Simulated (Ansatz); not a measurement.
# CH₃ClGa−: an energy map over bond length C1–Ga2 and bond length Ga2–Cl3

Aim: map the energy of CH₃ClGa, SMILES [CH2-][GaH][Cl], charge −1 over two coordinates, and find its wells, ridges and stiffness.

Computed with Ansatz 0.2.0. Level: RKS PBE0-D4/def2-SVPD.

### 1 Where the work starts

SMILES `[CH2-][GaH][Cl]`, 6 atoms, charge -1, spin multiplicity 1.

Atoms are counted from 1 here; the program's logs count them from 0.

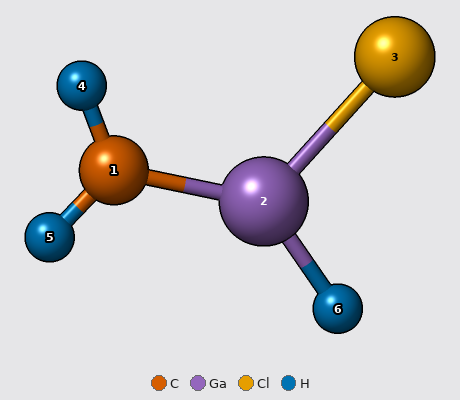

As it starts; carbon orange, gallium purple, chlorine amber, hydrogen blue; atoms are numbered from 1 in the order of the file.

Coordinates:

```xyz
6
CH3ClGa
C    -0.2459   -0.6666   -0.8584
Ga    0.0813    0.6202    0.4076
Cl    0.9319   -0.0116    2.4757
H    -0.0552   -1.7398   -0.6945
H    -0.6474   -0.3967   -1.8508
H    -0.0646    2.1944    0.5204
```

This geometry comes from a loose relaxation at PBE in a small basis, which is not shown.

### 3 Setting up the map

- bond length C1–Ga2: 7 values from 1.53 to 2.37 Å
- bond length Ga2–Cl3: 7 values from 1.932 to 2.991 Å

Nothing else is relaxed (all other coordinates rigid). Energies count from the relaxed molecule at the same level. Points are written as (first, second).

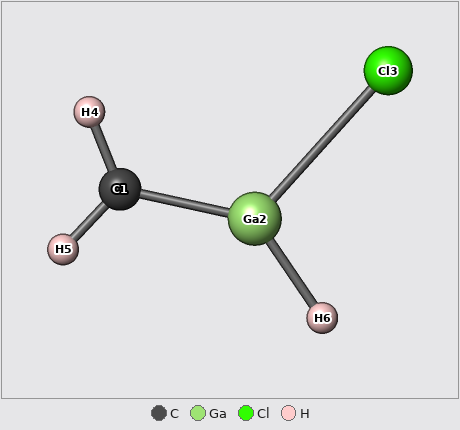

The geometry at (1.81 Å, 2.638 Å).

(The set-up runs are not shown.)

### 4 Point (1.81 Å, 2.285 Å)

Contents of input.yaml:

```yaml
crystal:
  periodic: [false, false, false]
  atoms:
    - { symbol: C, position_ang: [-0.242316, -0.661074, -0.852189] }
    - { symbol: Ga, position_ang: [0.080357, 0.602212, 0.403235] }
    - { symbol: Cl, position_ang: [0.917828, -0.010195, 2.439119] }
    - { symbol: H, position_ang: [-0.057658, -1.729453, -0.697856] }
    - { symbol: H, position_ang: [-0.643835, -0.392369, -1.836724] }
    - { symbol: H, position_ang: [-0.06682, 2.168627, 0.504342] }
total_charge: -1
basis:
  gaussian: { orbitals: def2-SVPD }
hamiltonian:
  xc: pbe0
  dispersion: d4
output:
  forces: true
```

On the command line:

```sh
$ ansatz run input.yaml --threads 1 --pin off --max-ram 2560MiB --backend cpu --events-out ev --progress --plain --runs-dir out
```

Further runs follow: the other points that were computed.

**Question.** What will these runs give? Wanted: lowest point; highest computed point; largest force on an atom.

The runs gave:

| quantity | value |
| --- | --- |
| lowest point | (1.81 Å, 2.285 Å), 0.32 kJ/mol |
| highest computed point | (1.53 Å, 1.932 Å), 281 kJ/mol above the lowest |
| largest force on an atom (eV/Å) | 0.3 at (1.81 Å, 2.285 Å) to 14.8 at (1.53 Å, 2.638 Å); 0.3 at the lowest point |
| time for the whole task | 9 min on 1 thread, shared host |

What this shows: The lowest computed point is at (1.81 Å, 2.285 Å), 0.32 kJ/mol from the relaxed molecule at the same level. No other kind of well shows on this grid. The highest computed point, (1.53 Å, 1.932 Å), lies 281 kJ/mol above the lowest. Round the minimum the two coordinates are nearly uncoupled.
